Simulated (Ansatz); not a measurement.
# MoS2 (P6_3/mmc): converging the G0W0 gap

How do accuracy and time trade against each other in G0W0 on MoS2 (P6_3/mmc)?

Program: Ansatz 0.2.0. Level of theory: G0W0 on PBE, plane waves, PAW. Results are calculated unless marked as measured.

The database entry behind the starting cell differs from later determinations by our own check (about 0.3 % long), so it need not match the best structure at ambient conditions.

## (1) Starting point

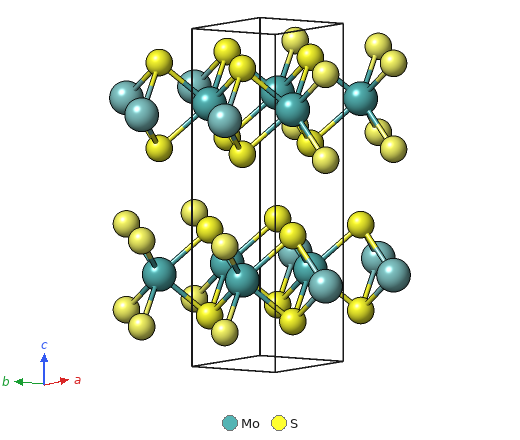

The starting structure, seen from a free direction (molybdenum teal, sulfur yellow). 2×2×1 cells are drawn. Some periodic images of atoms are drawn too.

The cell and positions come from the Crystallography Open Database and are kept as given unless a step says otherwise. The default PAW set here is soft_2. Its files were made with PBE.

## (2) 139 empty bands, screening to 69 eV

Now the one-shot GW correction: screening in the RPA, then the self-energy of the levels asked for.

Contents of input.yaml:

```yaml
crystal:
  lattice:
    - [3.169, 0.0, 0.0]
    - [-1.5845, 2.7444345046, 0.0]
    - [0.0, 0.0, 12.324]
  atoms:
    - { symbol: Mo, position: [0.3333333333, 0.6666666667, 0.25] }
    - { symbol: Mo, position: [0.6666666667, 0.3333333333, 0.75] }
    - { symbol: S, position: [0.3333333333, 0.6666666667, 0.623] }
    - { symbol: S, position: [0.6666666667, 0.3333333333, 0.123] }
    - { symbol: S, position: [0.3333333333, 0.6666666667, 0.877] }
    - { symbol: S, position: [0.6666666667, 0.3333333333, 0.377] }
kpoints:
  mp_grid: { grid: [6, 6, 2] }
hamiltonian:
  xc: pbe
scf:
  occupations: { method: fixed }
gw:
  n_empty_bands: 139
  ecut_chi: 69
  qp_bands: [v2, c2]
  qp_kpoints: band_edges
  screening: { model: contour_deformation }
```

Started as:

```bash
> ansatz run input.yaml --threads 3 --pin off --max-ram 64512MiB --backend cuda --events-out ev --progress --plain --runs-dir out --devices 1 --max-vram 24GiB  # rebuilt from the run's record
```

Numbers of over 12 decimals in the logs are rounded to 6 here.

Output:

```text
GPUs: using 1 of 1 available (devices: 1).
Engine: ansatz 0.2.0, x86_64-unknown-linux-gnu
Pseudopotentials: kind: paw
Pseudopotential: Mo, paw, valence charge 14, recommended cutoff 420 eV (normal), Mo.paw.azcp
Pseudopotential: S, paw, valence charge 6, recommended cutoff 420 eV (normal), S.paw.azcp
Functional definition: PBE
  parameter kappa = 0.804
  parameter beta = 0.066725
  exchange = pbe_x(kappa = kappa, mu = beta*pi^2/3)
  correlation = pbe_c(beta = beta)
device memory: the entry about to start is reckoned to put 1.1 GiB on a device that reports 70.9 GiB free (of which the cap on the GPU budget leaves the run 24.0 GiB)
GPU FFT provider: cuFFT
GPU libraries: cuBLAS 13.8.2, cuFFT 12.4.0, cuSOLVER 12.3.4
Crystal: 6 atoms, lattice volume = 107.183 Å³
Basis set: ecut = 420 eV, 2081 PW (Γ)
Bands: 32, of which v1, the nominal top of the filled ones, is band 26 counted from 1 (25 counted from 0)
Symmetry: 24 space group operations
Space group: P63/mmc (ITA 194), of the structure as read, at distance tolerance 4.8e-5 Å
k-points: 14 of 72
Non-local potential: Mo, projectors of the file, l = 0: 3, l = 1: 2, l = 2: 2, l = 3: 1
Non-local potential: S, projectors of the file, l = 0: 2, l = 1: 2, l = 2: 2
PAW form: soft (Blöchl's): semilocal exchange-correlation on the pseudo side does not see the compensation charge
PAW one-centre angular grid: Mo, 590 points (default); XC on 64 Gauss nodes
PAW one-centre angular grid: S, 110 points (default); XC on 64 Gauss nodes
Initial density: superposition of atomic densities (neutral atoms: chi_scale 0, normalization atom), corrected by the library's trained network
Initial wavefunctions: pseudopotential atomic-orbital guess
GPU buffer pool allocated for 51840 grid points (all kernels)
GPU transforms: local potential and band sums: pruned to the plane-wave sphere, on 24×24×90
Functional: x = pbe(κ = 0.804, μ = 0.219515), c = pbe(β = 0.066725)
SCF iter   1: F=—  HF=-13525.526697 eV  |F-HF|=—  |Δ(HF+E_count)|=         —  Δρ=5.46e-3  dr2=7.41e-3  ethr=1.77e-3  ⟨swp⟩=5.0  Hψ=1664  notcnv=0  defer=42
preconditioner: auto → Resta (q_TF=auto, 2.418 Å⁻¹)  ε∞=8.7  [insulator: Δε(μ)=0.887 eV  Ē_g=7.751 eV  n_scr=26 (ndim 8)  ℏωp=21.5 eV  f_vac=0.016  ε∞_Penn≈8.7]
SCF iter   2: F=—  HF=-13525.535933 eV  |F-HF|=—  |Δ(HF+E_count)|=   9.24e-3  Δρ=3.13e-3  dr2=2.37e-3  ethr=1.42e-5  ⟨swp⟩=2.0  Hψ=843  notcnv=0  defer=54
SCF iter   3: F=—  HF=-13525.540700 eV  |F-HF|=—  |Δ(HF+E_count)|=   4.77e-3  Δρ=4.94e-4  dr2=6.38e-4  ethr=4.55e-6  ⟨swp⟩=2.0  Hψ=698  notcnv=0  defer=54
SCF iter   4: F=—  HF=-13525.540635 eV  |F-HF|=—  |Δ(HF+E_count)|=   6.54e-5  Δρ=1.15e-4  dr2=1.09e-5  ethr=1.23e-6  ⟨swp⟩=2.1  Hψ=557  notcnv=0  defer=35
SCF iter   5: F=—  HF=-13525.540645 eV  |F-HF|=—  |Δ(HF+E_count)|=   1.04e-5  Δρ=5.19e-5  dr2=2.42e-6  ethr=2.09e-8  ⟨swp⟩=2.0  Hψ=619  notcnv=0  defer=2
SCF iter   6: F=—  HF=-13525.540647 eV  |F-HF|=—  |Δ(HF+E_count)|=   2.21e-6  Δρ=8.56e-6  dr2=1.01e-7  ethr=4.65e-9  ⟨swp⟩=2.0  Hψ=648  notcnv=0  defer=2
SCF iter   7: F=-13525.540647 eV  HF=-13525.540647 eV  |F-HF|=7.09e-10  |Δ(HF+E_count)|=   5.96e-8  Δρ=2.23e-6  dr2=6.40e-9  ethr=1.92e-10  ⟨swp⟩=4.9  Hψ=1310  notcnv=0
SCF 1 converged in 7 iterations: F = -13525.540647 eV  dr2 = 6.40e-9
  greatest PAW one-centre occupation: 0.998 electrons in one spin orbital (limit 2), on the Mo atom at site 1 (counted from 0), in its partial waves of l = 0
device memory: the entry about to start is reckoned to put 1.2 GiB (of the 1.3 GiB reckoned in all, the device holds 0.1 GiB already) on a device that reports 70.8 GiB free (of which the cap on the GPU budget leaves the run 23.9 GiB)
NSCF: frozen V_eff on 14 k-points, pencils in batches of 32, up to order 128
the band table was solved once the SCF had ended and its energy, with any forces and stress, was formed, with the checks that follow a solve (1760 applications of the Hamiltonian). They found nothing against the state; the energy, forces and stress were not computed again (output.eigenvalues in the input reference)
device memory: the entry about to start is reckoned to put 3.9 GiB on a device that reports 73.5 GiB free (of which the cap on the GPU budget leaves the run 24.0 GiB)
NSCF: frozen V_eff on 14 k-points
G₀W₀ screening: q 1/14
[... further progress lines ...]
SCF converged after 7 iterations
Free energy (F): -13525.540647 eV
Harris-Foulkes:  -13525.540647 eV  (|F-HF|=7.09e-10)
Internal energy: -13525.540647 eV  (E = F + TS)
E sigma→0 (E₀):  -13525.540647 eV
Fermi energy:    10.896774 eV
--- Per-component energies (eV) ---
  E_band       = -312.442293
  E_kinetic    = 1312.080568
  E_local      = -3923.171117  (includes V_loc(G=0)·N_el)
  E_nonlocal   = 398.377367
  E_hartree    = 1508.576741
  E_xc         = -757.133550
  E_vxc        = -810.200444  (∫ρ·V_xc dr)
  E_paw        = -8803.054294  (= ΣΔE_a)
  E_vpaw       = -306.678742  (= ΣTr[D̂ρ^β])
  E_aug_tail   = 0.000083  (compensation charges beyond the density's cutoff)
  E_ewald      = -3261.216446
  E_smearing   = -0.000000  (= −TS)
  E_closure    = 0.000000  (closes the sum)
  Σ components = -13525.540647   (vs F -13525.540647, Δ=0.00e0)
--- Band table (eV; the first three rows and the last of 14) ---
  k-point 0: bands = [... 22 lower, 8.7669, 9.7117, 9.7496, 10.8968, 12.9944, 12.9944, 13.0224, 13.0224, ... 2 higher]
  k-point 1: bands = [... 22 lower, 8.7436, 8.7436, 10.6302, 10.6302, 12.9998, 12.9998, 12.9998, 12.9998, ... 2 higher]
  k-point 2: bands = [... 22 lower, 8.8399, 9.7099, 9.7325, 10.1259, 12.3854, 12.7493, 12.7590, 12.9531, ... 2 higher]
  k-point 13: bands = [... 22 lower, 8.0256, 8.0256, 10.2018, 10.2018, 11.9456, 11.9456, 13.1987, 13.1987, ... 2 higher]
--- G₀W₀: contour deformation, 7 samples at zero and on the imaginary axis and 1 off it, 72 q-points, 139 empty bands' worth ---
  eigenvalues of the whole cell's RPA ε∞ on this k-mesh (on a slab, of 1 + 4πα/V) = 6.2635, 15.5349, 15.5349; static W/v taken at q = 0 is 0.066876
  bands read: the sum over 165 bands ends inside a degenerate multiplet in 7 slots, whose members it reads at an even weight; the widest, k=1: bands 165 to 168 (counted from 1) at 1/4 each
  gw.qp_kpoints: band_edges: 12 of 14 stored k-points solved, in 1 pass; an edge of the gap read off the rows below is read off those points alone
    valence top: of the k-points left out ik 7 came nearest to being solved in a further pass, in band 25 (counted from 1, as in the quasiparticle table): it holds the edge there only if its correction is more favourable than any solved in that band by at least 1.317 eV; those differ by 0.376 eV
    conduction bottom: of the k-points left out ik 5 came nearest to being solved in a further pass, in band 27 (counted from 1, as in the quasiparticle table): it holds the edge there only if its correction is more favourable than any solved in that band by at least 0.675 eV; those differ by 0.294 eV
    ik  band        ε_KS         Σx   Σc(E_QP)       V_xc       Z   E_QP_lin       E_QP  E_QP is
     0    25      9.7496   -18.6978     1.3402   -17.5874  0.7352     9.9784     9.9794  root
     0    26     10.8968   -19.7402     0.8954   -19.1818  0.7436    11.2327    11.2338  root
     0    27     12.9944   -13.7864    -3.9841   -18.5169  0.7441    13.7533    13.7407  root
     0    28     12.9944   -13.7864    -3.9841   -18.5169  0.7441    13.7533    13.7407  root
     1    25     10.6302   -19.4298     1.1511   -18.5535  0.7447    10.9042    10.9050  root
     1    26     10.6302   -19.4298     1.1511   -18.5535  0.7447    10.9042    10.9050  root
     1    27     12.9998   -13.7331    -3.9794   -18.4521  0.7439    13.7517    13.7393  root
     1    28     12.9998   -13.7331    -3.9794   -18.4521  0.7439    13.7517    13.7393  root
     2    25      9.7325   -18.5719     2.3285   -16.2166  0.7501     9.7056     9.7057  root
     2    26     10.1259   -19.4072     1.2578   -18.4311  0.7410    10.4065    10.4076  root
     2    27     12.3854   -13.5782    -3.7693   -17.9885  0.7447    13.0346    13.0263  root
     2    28     12.7493   -14.1025    -3.7816   -18.5698  0.7360    13.4463    13.4349  root
     3    25     10.0751   -19.3895     1.3934   -18.2493  0.7414    10.3274    10.3283  root
     3    26     10.0751   -19.3895     1.3934   -18.2493  0.7414    10.3274    10.3283  root
     3    27     12.5885   -13.8642    -3.9072   -18.4617  0.7434    13.2892    13.2787  root
     3    28     12.5885   -13.8642    -3.9072   -18.4617  0.7434    13.2892    13.2787  root
     4    25      9.0998   -18.5546     1.6492   -17.0856  0.7324     9.2793     9.2800  root
     4    26      9.3558   -19.0398     1.5903   -17.6677  0.7354     9.5730     9.5740  root
     4    27     12.2870   -14.2464    -3.9983   -18.9550  0.7411    13.0080    12.9972  root
     4    28     12.3861   -15.3312    -4.0032   -20.1338  0.7354    13.2002    13.1856  root
     6    25      9.4972   -17.6852     1.6529   -16.0756  0.7495     9.5406     9.5406  root
     6    26      9.6219   -18.3905     1.5428   -16.9859  0.7455     9.7598     9.7601  root
     6    27     12.4958   -16.6414    -4.3642   -21.9163  0.7272    13.4281    13.4065  root
     6    28     12.5414   -16.6096    -4.3920   -21.9082  0.7263    13.4701    13.4480  root
[...]
12    25     10.1301   -19.1153     0.8366   -18.6104  0.7431    10.4606    10.4618  root
    12    26     10.2918   -19.5175     0.7856   -19.1026  0.7432    10.6612    10.6625  root
    12    27     11.9443   -16.1257    -3.6206   -20.5483  0.7394    12.7583    12.7461  root
    12    28     11.9443   -16.1257    -3.6206   -20.5483  0.7394    12.7583    12.7461  root
    13    25     10.2018   -19.2682     0.8065   -18.8105  0.7432    10.5492    10.5505  root
    13    26     10.2018   -19.2682     0.8065   -18.8105  0.7432    10.5492    10.5505  root
    13    27     11.9456   -16.1207    -3.6200   -20.5422  0.7394    12.7591    12.7470  root
    13    28     11.9456   -16.1207    -3.6200   -20.5422  0.7394    12.7591    12.7470  root
```

It took 21 s on 1 × NVIDIA H100 80GB HBM3 (shared by 3 runs) with 3 threads of AMD EPYC 7R13 (Zen 3), shared host; peak memory 1.2 GiB; 29 s of CPU time.

The column dr2 measures how far the density is from self-consistency, as an energy; F and HF (Harris–Foulkes) agree once it is small.

Numbers from this step:

| Property | Result |
| --- | --- |
| bands summed | 165 |
| RPA ε∞ on this mesh (eigenvalues) | 6.263, 15.53, 15.53 |
| plane waves in the screening matrix | 149 |
| q-points in the mesh | 72 |
| G0W0 gap on the mesh | 1.166 eV |
| k of the valence top | 0, 0, 0 |
| k of the conduction bottom | 0.1667, 0.1667, 0 |
| starting gap on the mesh | 0.8857 eV |
| Z at the valence top | 0.7436 |
| Z at the conduction bottom | 0.7528 |
| least direct G0W0 gap on the computed points | 2.084 eV |

The gap on the mesh goes from 0.89 eV to 1.17 eV, a correction of +0.28 eV. Between the two edge states, bare exchange in place of the xc potential would open the gap by 4.75 eV, and correlation takes back 4.47 eV.

## (3) 394 empty bands, screening to 138 eV

Another rung: the empty bands reach about as high as the screening cutoff, so the two stay in balance.

input.yaml: that of step 2 with these lines changed.

```diff
@@ -19,4 +19,4 @@
 gw:
-  n_empty_bands: 139
-  ecut_chi: 69
+  n_empty_bands: 394
+  ecut_chi: 138
   qp_bands: [v2, c2]
```

Output:

```text
GPUs: using 1 of 1 available (devices: 1).
[...]
GPU FFT provider: cuFFT
GPU libraries: cuBLAS 13.8.2, cuFFT 12.4.0, cuSOLVER 12.3.4
Crystal: 6 atoms, lattice volume = 107.183 Å³
Basis set: ecut = 420 eV, 2081 PW (Γ)
Bands: 32, of which v1, the nominal top of the filled ones, is band 26 counted from 1 (25 counted from 0)
Symmetry: 24 space group operations
[...]
k-points: 14 of 72
[...]
GPU buffer pool allocated for 51840 grid points (all kernels)
[...]
SCF iter   1: F=—  HF=-13525.526697 eV  |F-HF|=—  |Δ(HF+E_count)|=         —  Δρ=5.46e-3  dr2=7.41e-3  ethr=1.77e-3  ⟨swp⟩=5.0  Hψ=1664  notcnv=0  defer=42
[...]
SCF iter   7: F=-13525.540647 eV  HF=-13525.540647 eV  |F-HF|=7.09e-10  |Δ(HF+E_count)|=   5.96e-8  Δρ=2.23e-6  dr2=6.40e-9  ethr=1.92e-10  ⟨swp⟩=4.9  Hψ=1310  notcnv=0
SCF 1 converged in 7 iterations: F = -13525.540647 eV  dr2 = 6.40e-9
[...]
NSCF: frozen V_eff on 14 k-points, pencils in batches of 32, up to order 128
[...]
NSCF: frozen V_eff on 14 k-points
G₀W₀ screening: q 1/14
[... further progress lines ...]
SCF converged after 7 iterations
Free energy (F): -13525.540647 eV
[...]
Internal energy: -13525.540647 eV  (E = F + TS)
E sigma→0 (E₀):  -13525.540647 eV
Fermi energy:    10.896774 eV
[...]
--- Band table (eV; the first three rows and the last of 14) ---
  k-point 0: bands = [... 22 lower, 8.7669, 9.7117, 9.7496, 10.8968, 12.9944, 12.9944, 13.0224, 13.0224, ... 2 higher]
  k-point 1: bands = [... 22 lower, 8.7436, 8.7436, 10.6302, 10.6302, 12.9998, 12.9998, 12.9998, 12.9998, ... 2 higher]
  k-point 2: bands = [... 22 lower, 8.8399, 9.7099, 9.7325, 10.1259, 12.3854, 12.7493, 12.7590, 12.9531, ... 2 higher]
  k-point 13: bands = [... 22 lower, 8.0256, 8.0256, 10.2018, 10.2018, 11.9456, 11.9456, 13.1987, 13.1987, ... 2 higher]
[...]
0    25      9.7496   -18.6978     1.0221   -17.5874  0.7293     9.6612     9.6614  root
     0    26     10.8968   -19.7402     0.5041   -19.1818  0.7366    10.8425    10.8425  root
     0    27     12.9944   -13.7864    -4.3541   -18.5169  0.7389    13.3737    13.3708  root
     0    28     12.9944   -13.7864    -4.3541   -18.5169  0.7389    13.3737    13.3708  root
     1    25     10.6302   -19.4298     0.7693   -18.5535  0.7382    10.5231    10.5233  root
     1    26     10.6302   -19.4298     0.7693   -18.5535  0.7382    10.5231    10.5233  root
     1    27     12.9998   -13.7331    -4.3494   -18.4521  0.7386    13.3722    13.3694  root
     1    28     12.9998   -13.7331    -4.3494   -18.4521  0.7386    13.3722    13.3694  root
[...]
13    25     10.2018   -19.2682     0.4504   -18.8105  0.7376    10.1944    10.1944  root
    13    26     10.2018   -19.2682     0.4504   -18.8105  0.7376    10.1944    10.1944  root
    13    27     11.9456   -16.1207    -3.9845   -20.5422  0.7317    12.3858    12.3826  root
    13    28     11.9456   -16.1207    -3.9845   -20.5422  0.7317    12.3858    12.3826  root
```

Wall time 16 s (1 × NVIDIA H100 80GB HBM3 (shared by 3 runs) with 3 threads); peak memory 1.7 GiB.

Numbers from this step:

| Item | Value |
| --- | --- |
| bands summed | 420 |
| RPA ε∞ on this mesh (eigenvalues) | 6.235, 15.08, 15.08 |
| plane waves in the screening matrix | 341 |
| q-points in the mesh | 72 |
| G0W0 gap on the mesh | 1.235 eV |
| k of the valence top | 0, 0, 0 |
| k of the conduction bottom | 0.1667, 0.1667, 0 |
| starting gap on the mesh | 0.8857 eV |
| Z at the valence top | 0.7366 |
| Z at the conduction bottom | 0.7472 |
| least direct G0W0 gap on the computed points | 2.086 eV |

Against the run with 6×6×2 mesh, 139 empty bands, screening to 69 eV, the gap moves by +0.07 eV.

## (4) 848 empty bands, screening to 230 eV

input.yaml: that of step 3 with these lines changed.

```diff
@@ -19,4 +19,4 @@
 gw:
-  n_empty_bands: 394
-  ecut_chi: 138
+  n_empty_bands: 848
+  ecut_chi: 230.0
   qp_bands: [v2, c2]
```

Output:

```text
GPUs: using 1 of 1 available (devices: 1).
[...]
GPU FFT provider: cuFFT
GPU libraries: cuBLAS 13.8.2, cuFFT 12.4.0, cuSOLVER 12.3.4
Crystal: 6 atoms, lattice volume = 107.183 Å³
Basis set: ecut = 420 eV, 2081 PW (Γ)
Bands: 32, of which v1, the nominal top of the filled ones, is band 26 counted from 1 (25 counted from 0)
Symmetry: 24 space group operations
[...]
k-points: 14 of 72
[...]
1    28     12.9998   -13.7331    -4.5113   -18.4521  0.7379    13.2083    13.2075  root
[...]
13    25     10.2018   -19.2682     0.2951   -18.8105  0.7356    10.0388    10.0391  root
    13    26     10.2018   -19.2682     0.2951   -18.8105  0.7356    10.0388    10.0391  root
    13    27     11.9456   -16.1207    -4.1497   -20.5422  0.7283    12.2186    12.2174  root
    13    28     11.9456   -16.1207    -4.1497   -20.5422  0.7283    12.2186    12.2174  root
[key lines of the parts left out:]
SCF converged after 7 iterations
Free energy (F): -13525.540647 eV
Fermi energy:    10.896774 eV
```

Run time: 39 s. Hardware: 1 × NVIDIA H100 80GB HBM3 (shared by 3 runs) with 3 threads; peak memory 3.2 GiB; 70 s of CPU time.

Numbers from this step:

| Property | Result |
| --- | --- |
| bands summed | 874 |
| RPA ε∞ on this mesh (eigenvalues) | 6.224, 14.93, 14.93 |
| plane waves in the screening matrix | 835 |
| G0W0 gap on the mesh | 1.264 eV |
| k of the valence top | 0, 0, 0 |
| k of the conduction bottom | 0.1667, 0.1667, 0 |
| starting gap on the mesh | 0.8857 eV |
| least direct G0W0 gap on the computed points | 2.081 eV |

Against the run with 6×6×2 mesh, 394 empty bands, screening to 138 eV, the gap moves by +0.03 eV.

[end of part 1 of 2]

[Paths, hosts, dates, memory and timing lines, banners, echoed tables and standing remarks are left out of the program output.]

[Logs are printed without paths, hosts, clocks, repeated set-up lines and the standing remarks that a program may print on its own settings, such as how far it seeks lower states.]

[Runs of the session that timed out or met a known fault of the program may be left out.]

[Cells called generated may have been cut or substituted from an entry of the Crystallography Open Database or the Materials Project.]

[Hosts, paths, dates, database ids (printed as entryN), source tags and the programs' standing remarks are cut or masked in the printed files.]
